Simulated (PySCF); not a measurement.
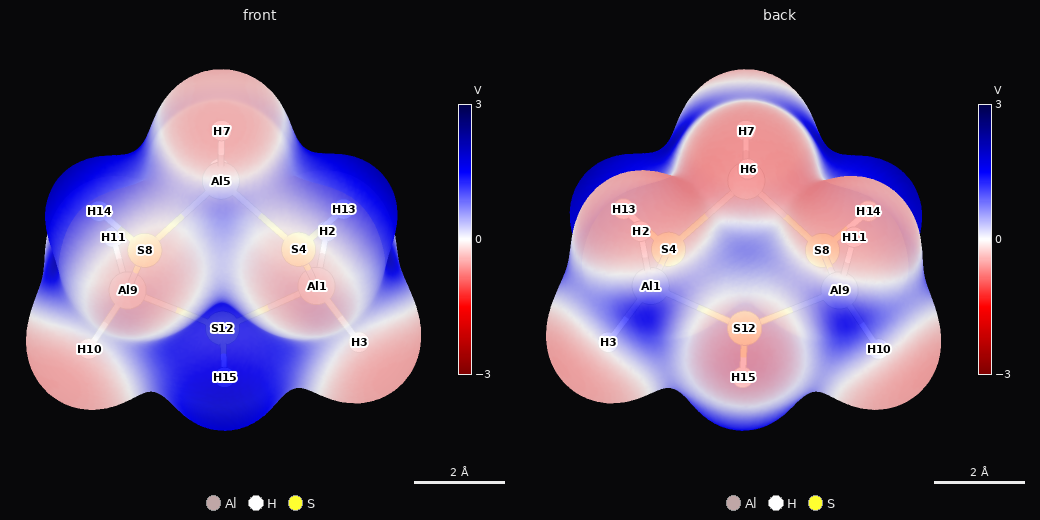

*Al₃H₉S₃. The molecular electrostatic potential painted on the density surface at 0.002 e/bohr³, seen from the front and from behind; red is negative and blue positive.*

Geometry: PBE0-D3(BJ)/def2-SVP.

The calculation used PySCF, PBE0/pcSseg-1 Al:pcSseg-2, SCF density, gas phase, non-relativistic.

```xyz
15

Al   -0.3037    1.3410   -1.9190
H    -1.7297    0.7850   -2.3215
H     0.5567    2.3790   -2.7556
S    -0.3906    2.1607    0.3152
Al   -1.3117    0.2602    1.3912
H    -1.9147   -0.7034    0.2829
H    -2.0727    0.7467    2.6948
S     0.8108   -0.5790    2.0301
Al    1.2386   -2.0056    0.1657
H     2.7733   -2.4013    0.2373
H     0.0258   -3.0110    0.0122
S     1.1506   -0.5021   -1.6543
H    -1.5456    2.8559    0.1969
H     0.3551   -1.5474    2.8584
H     2.3250    0.1452   -1.4902
```

Where is the surface potential most negative and most positive?

The most negative region (about −0.7 V) lies over H2, H6 and H11, the most positive (about +2.0 V) over the Al and H atoms.

How polar is the molecule by this calculation?

Its dipole moment is 1.59 D.
